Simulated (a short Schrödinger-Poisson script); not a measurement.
Structure: MOS inversion layer, Al2O3 on p-type Si(110), at 300 K.

| layer | material | thickness (nm) | Na (cm⁻³) |
|---|---|---|---|
| 1 | Al2O3 | 5.4 | - |
| 2 | Si | 1700 | 6.3e16 |

Constants are typed, rounded textbook-type inputs, not results; the design itself was drawn at random and stands for no fabricated device. Al2O3: permittivity 9, conduction-band edge (eV) 2.7, gap (eV) 6.8, electron mass (mₑ) 0.3. Si: permittivity 11.7, conduction-band edge (eV) 0, gap (eV) 1.124, Nv at 300 K (cm⁻³) 3.1e19.

Channel valleys (confinement mass, in-plane density-of-states mass, number): Δ4 0.315, 0.324, 4; Δ2 0.19, 0.417, 2. At the gate the conduction-band edge of layer 1 lies 3 eV − eVg above the Fermi level of the channel; the field vanishes at the back. Gaps are held at their typed values at every temperature. Mesh 0.03 nm at interfaces.

Solved with a short Schrödinger-Poisson script written for these runs: 1D Poisson equation in equilibrium, electrons quantum, Hartree (BenDaniel-Duke, 12 states a valley, the channel's in-plane mass for all, wave functions ending at the dielectric), parabolic valleys, classical holes, full ionisation, no traps, pinning or gate leakage.

Only gate voltages with over 1e8 electrons/cm² are shown.

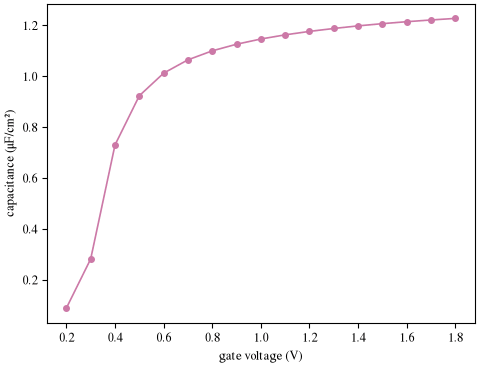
Quasi-static capacitance against gate voltage

| Vg (V) | electrons (cm⁻²) | C (μF/cm²) | Δ4 E0 (meV) | Δ4 E1 (meV) | Δ2 E0 (meV) | Δ2 E1 (meV) |
|---|---|---|---|---|---|---|
| 0.2 | 1.82e9 | 0.0884 | 245.6 | 289.9 | 256.5 | 308.6 |
| 0.3 | 4.92e10 | 0.282 | 159.7 | 206.2 | 171.3 | 225.8 |
| 0.4 | 3.51e11 | 0.730 | 107.7 | 158.0 | 120.6 | 178.6 |
| 0.5 | 8.68e11 | 0.923 | 82.9 | 138.0 | 97.7 | 159.5 |
| 0.6 | 1.47e12 | 1.01 | 68.0 | 127.6 | 84.6 | 149.9 |
| 0.7 | 2.12e12 | 1.06 | 57.3 | 121.3 | 75.7 | 144.2 |
| 0.8 | 2.79e12 | 1.10 | 49.0 | 117.1 | 69.2 | 140.5 |
| 0.9 | 3.49e12 | 1.13 | 42.2 | 114.0 | 64.0 | 137.9 |
| 1 | 4.20e12 | 1.15 | 36.4 | 111.7 | 59.8 | 136.0 |
| 1.1 | 4.92e12 | 1.16 | 31.3 | 110.0 | 56.3 | 134.6 |
| 1.2 | 5.65e12 | 1.18 | 26.8 | 108.7 | 53.3 | 133.5 |
| 1.3 | 6.38e12 | 1.19 | 22.7 | 107.6 | 50.7 | 132.7 |
| 1.4 | 7.13e12 | 1.20 | 18.9 | 106.7 | 48.3 | 132.0 |
| 1.5 | 7.88e12 | 1.21 | 15.4 | 106.1 | 46.2 | 131.5 |
| 1.6 | 8.63e12 | 1.21 | 12.2 | 105.5 | 44.3 | 131.1 |
| 1.7 | 9.39e12 | 1.22 | 9.1 | 105.0 | 42.6 | 130.7 |
| 1.8 | 1.02e13 | 1.23 | 6.2 | 104.7 | 41.0 | 130.5 |

Subbands count from the Fermi level.
